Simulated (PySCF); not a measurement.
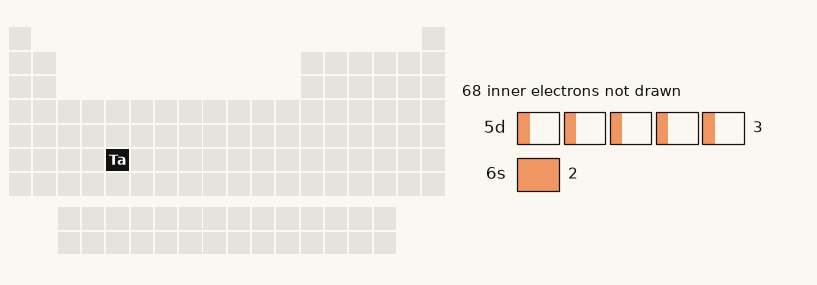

*Left, the place of tantalum in the periodic table; right, the outer shells of the nominal configuration: a box for each of the 2l + 1 orbitals, shaded by the share of the shell that is filled, with the electron count at the right.*

Atomic calculation, with input and output: Ta

System: Ta, configuration 1s2 2s2 2p6 3s2 3p6 3d10 4s2 4p6 4d10 4f14 5s2 5p6 5d3 6s2, multiplicity 4.
Method: unrestricted TPSS, def2-SVP with ECP60, scalar-relativistic core potential (PySCF).

## The input
```python
from pyscf import gto, scf, dft, mp, cc
import basis_set_exchange as bse
txt = bse.get_basis("def2-SVP", elements=["Ta"], fmt="nwchem", header=False)
cut = txt.index("\nECP")
mol = gto.M(atom="Ta 0 0 0", charge=0, spin=3, symmetry="D2h",
            basis=gto.basis.parse(txt[:cut]),
            ecp={"Ta": gto.basis.parse_ecp(txt[cut:])})
mf = dft.UKS(mol, xc="TPSS")
mf.irrep_nelec = {'Ag': (2, 2), 'B1g': (1, 0), 'B2g': (1, 0), 'B3g': (1, 0), 'B1u': (1, 1), 'B2u': (1, 1), 'B3u': (1, 1)}
mf.kernel()
```

The script is an equivalent of what the driver set up; the driver started from orbitals of its own, so the log can be shorter than this script's would be, and it computed the properties (radii, ⟨L²⟩, response) afterwards. It also set what the script leaves out: hgrid = 0.3. It held the occupations shell by shell, which the script's counts by irreducible representation don't always enforce.

The run was one of a batch that the task file lists, launched with:
```bash
OMP_NUM_THREADS=1 python <driver script> TASK.json OUT
```

## The program's output (extracts)
```
damping factor = 0
level_shift factor = 0
DIIS = <class 'pyscf.scf.diis.CDIIS'>
diis_start_cycle = 1
diis_space = 10
diis_damp = 0
SCF conv_tol = 1e-09
SCF conv_tol_grad = None
number electrons alpha = 8  beta = 5
XC functionals = TPSS
    J. Tao, J. P. Perdew, V. N. Staroverov, and G. E. Scuseria.,  Phys. Rev. Lett. 91, 146401 (2003)
    J. P. Perdew, J. Tao, V. N. Staroverov, and G. E. Scuseria.,  J. Chem. Phys. 120, 6898 (2004)
    J. Tao, J. P. Perdew, V. N. Staroverov, and G. E. Scuseria.,  Phys. Rev. Lett. 91, 146401 (2003)
    J. P. Perdew, J. Tao, V. N. Staroverov, and G. E. Scuseria.,  J. Chem. Phys. 120, 6898 (2004)
cycle= 1 E= -56.829316960685  delta_E= -0.00793  |g|= 0.00833  |ddm|= 0.538
cycle= 2 E= -56.8294196953126  delta_E= -0.000103  |g|= 0.00525  |ddm|= 0.0686
cycle= 3 E= -56.8294388527974  delta_E= -1.92e-05  |g|= 0.000877  |ddm|= 0.0211
cycle= 4 E= -56.8294397129669  delta_E= -8.6e-07  |g|= 6.66e-05  |ddm|= 0.00419
cycle= 5 E= -56.8294397171854  delta_E= -4.22e-09  |g|= 2.93e-06  |ddm|= 0.000252
cycle= 6 E= -56.8294397171923  delta_E= -6.9e-12  |g|= 1.54e-08  |ddm|= 1.23e-05
converged SCF energy = -56.8294397171923  <S^2> = 3.7570328  2S+1 = 4.0035149
```

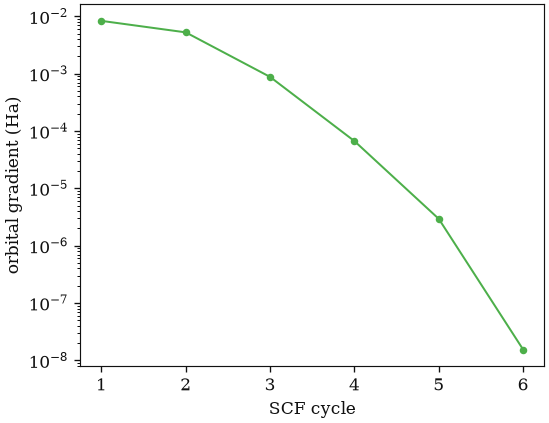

*Convergence: orbital gradient against the SCF cycle.*

The residual falls at every step. It goes from 0.0083 to 1.5×10⁻⁸ in 6 steps.

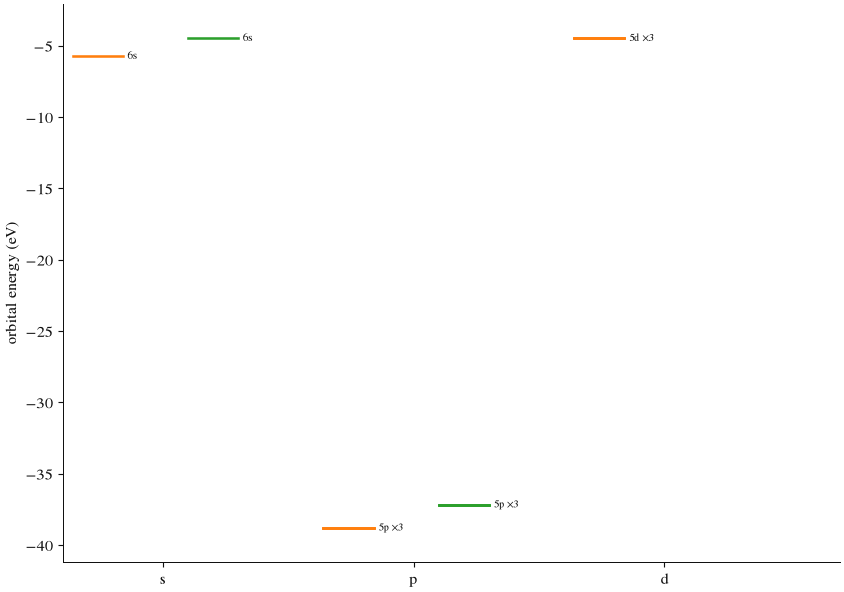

*Orbital energies of the mean field, from the top down to −38.8 eV, by angular momentum, α spin at the left of each column and β at the right; ×n counts the orbitals under one label.*

The highest filled orbital is 6s β at −4.48 eV, the lowest empty one d α at −3.45 eV.

## What the run reported

| quantity | value |
| --- | --- |
| outcome | converged |
| total energy (valence electrons, under a core potential) | −56.829440 hartree |
| ⟨S²⟩ | 3.757 |
| ⟨L²⟩ | 12.00 |
| SCF iterations | 6 |
| hardware | 1 thread of Arm Neoverse N1, 77 GiB of memory available, shared host |
| wall time | 0.7 s |

## What is odd here

One thing in this input was made odd on purpose: radial grid too coarse. The program ran to the end. Its numbers are those of this setting; this run alone doesn't show how far the oddity moves them.
